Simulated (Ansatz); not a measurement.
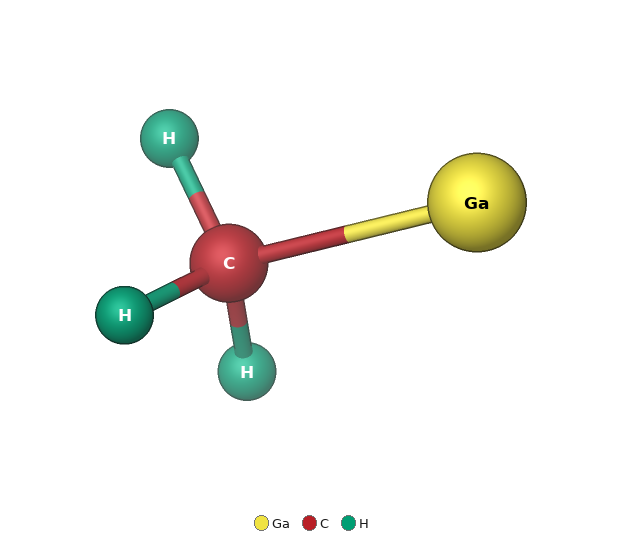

Depth is shown by fading: the farther an atom, the more it takes the colour of the background. Computed geometry: PBE0-D4/def2-TZVP optimisation.

> List the symmetry elements and name the point group.

It has 1 C3 axis and 3 mirror planes, so the point group is C3v. The group has 6 operations. The geometry is achiral, and symmetry allows a dipole moment.
